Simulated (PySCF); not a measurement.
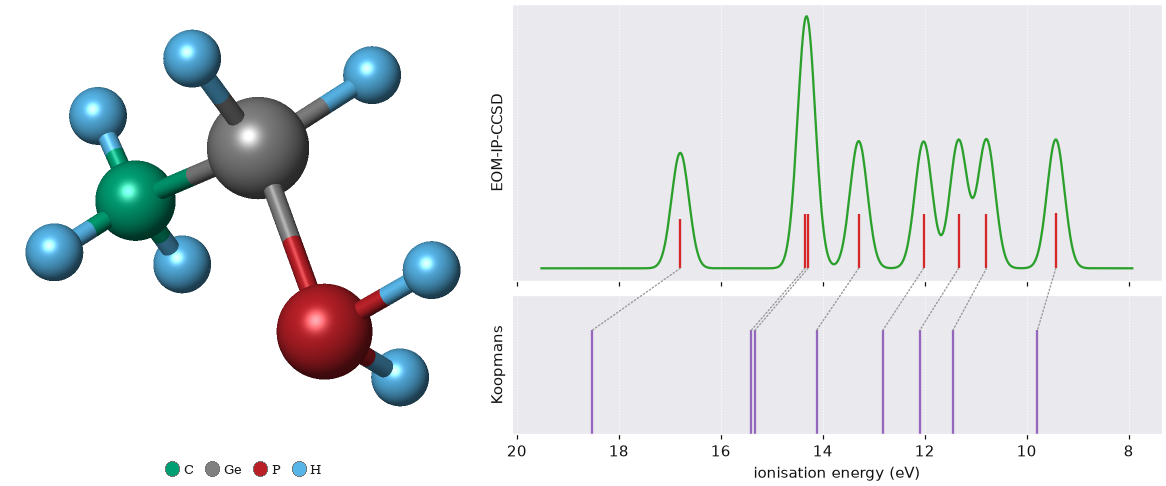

Valence photoelectron lines of CH₇GeP, SMILES [CH3][GeH2][PH2], singlet: vertical EOM-IP-CCSD/aug-cc-pVDZ (frozen core, PySCF, at a PBE0-D3(BJ)/def2-SVP geometry (no frequency check); 8 lines, one for each of the 8 highest orbitals, so a line of a deeper orbital can be missing among them) above, Hartree-Fock orbital energies with the sign turned below, non-relativistic; dotted lines join each line to its leading orbital. Stick heights are one-hole weights (summed over degenerate lines), not cross-sections; Gaussian width 0.40 eV.

> Do correlation and relaxation change the order of the lines?

Not among these holes, which come in the order of the orbitals, HOMO, HOMO−1, HOMO−2, HOMO−3, HOMO−4, HOMO−5, HOMO−6, HOMO−7. Some lines lie within 0.1 eV of each other, so their order isn't settled.

> List the lines.

```
  hole  EOM-IP-CCSD (eV)  Koopmans (eV)  one-hole weight
  HOMO              9.43           9.79             0.95
HOMO-1             10.79          11.45             0.95
HOMO-2             11.34          12.09             0.95
HOMO-3             12.02          12.82             0.94
HOMO-4             13.30          14.12             0.94
HOMO-5             14.29          15.33             0.95
HOMO-6             14.35          15.40             0.95
HOMO-7             16.80          18.52             0.85
```

Note: small basis, so the lines can lie some tenths of an eV too low.
